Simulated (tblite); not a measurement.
C$_{6}$H$_{8}$OSSi: frequency calculation

C$_{6}$H$_{8}$OSSi, computed with GFN2-xTB harmonic vibrations, gas phase (tblite 0.8.0).

It belongs to a series of runs on one base structure; here: constitutional isomer.

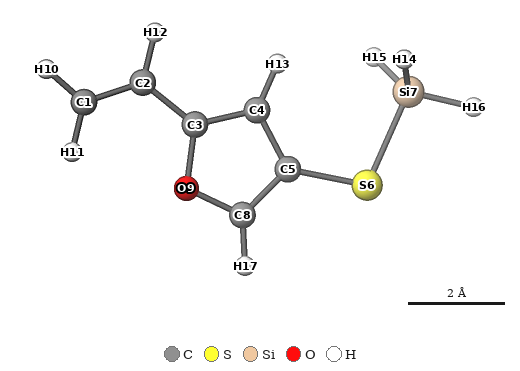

**Figure 1.** The structure as given in the input (ball-and-stick view, seen at a tilt; atoms are numbered from 1 in the order of the input).

Summary

| quantity | value |
| --- | --- |
| outcome | converged |
| total energy | −706.3376 eV |
| zero-point energy | 72.9630 kcal/mol |
| hardware | 1 CPU thread, shared host |
| wall time | 1.1 s |
| peak memory | 0.18 GiB |

Input
```
{"job": {"kind": "ir", "xc": "GFN2-xTB", "basis": "xTB"}, "charge": 0, "multiplicity": 1}
C     -3.582867    -0.114128    -0.092198
C     -2.391582     0.472127    -0.159261
C     -1.139198    -0.212441     0.041252
C      0.144718     0.274001    -0.018232
C      0.996019    -0.823441     0.254116
S      2.747377    -0.896891     0.334503
Si     3.351125     1.112519    -0.140642
C      0.169306    -1.894663     0.459536
O     -1.115650    -1.532673     0.332001
H     -4.493104     0.436183    -0.250811
H     -3.674419    -1.165116     0.121979
H     -2.295933     1.526881    -0.376225
H      0.434540     1.283616    -0.227619
H      2.798607     2.016780     0.861407
H      2.860931     1.439049    -1.474577
H      4.796642     1.006955    -0.070062
H      0.386490    -2.916727     0.693848
```

The first line tells a small driver script what to run in tblite; the rest is the geometry in Å.

Run as:
```bash
OMP_NUM_THREADS=1 python <driver script> task.json out
```

Output
```
mode    cm-1     km/mol
  1     -12.0      1.81
  2      78.7      0.26
  3     103.3      1.25
  4     155.7      0.97
  5     170.5      1.83
  6     198.0      0.00
  7     276.4      0.53
  8     292.6      2.42
  9     392.6      2.27
 10     502.3     41.11
 11     526.7     26.01
 12     529.5     49.32
 13     562.6      1.72
 14     578.7     39.08
 15     586.4      0.37
 16     673.3      0.35
 17     706.1      5.18
 18     733.6      0.12
 19     748.7    146.10
 20     764.1    544.11
 21     785.3    138.90
 22     799.3     23.80
 23     879.9     13.11
 24     922.4     31.36
 25     954.2     17.31
 26    1004.7     20.53
 27    1008.8     13.89
 28    1095.6      3.46
 29    1127.1      0.84
 30    1203.6     48.26
 31    1275.8      0.03
 32    1279.0     56.39
 33    1361.2      4.33
 34    1391.4      3.92
 35    1466.8     30.72
 36    1552.3      6.98
 37    1662.7     12.71
 38    2299.9    319.02
 39    2311.7    117.16
 40    2377.4    203.57
 41    3075.0     19.60
 42    3115.1      6.18
 43    3146.6     34.11
 44    3177.1     11.84
 45    3185.6      2.10
```

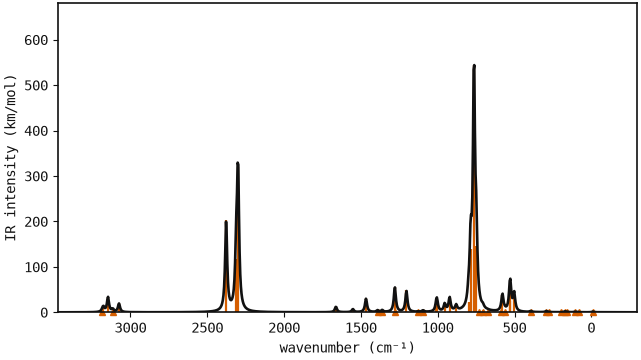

**Figure 2.** Harmonic infrared spectrum, unscaled: sticks (degenerate modes added up, dark ones marked on the axis) with a Lorentzian envelope of 16 cm⁻¹ full width, scaled to the tallest stick; imaginary modes are drawn at negative wavenumbers. 45 modes from 12i to 3186 cm⁻¹, 1 imaginary beyond 8i (12i cm⁻¹): not a clean minimum; so soft a mode can be a shallow saddle, an incomplete relaxation or noise of the force constants. The strongest line is at 764 cm⁻¹ (544 km/mol).
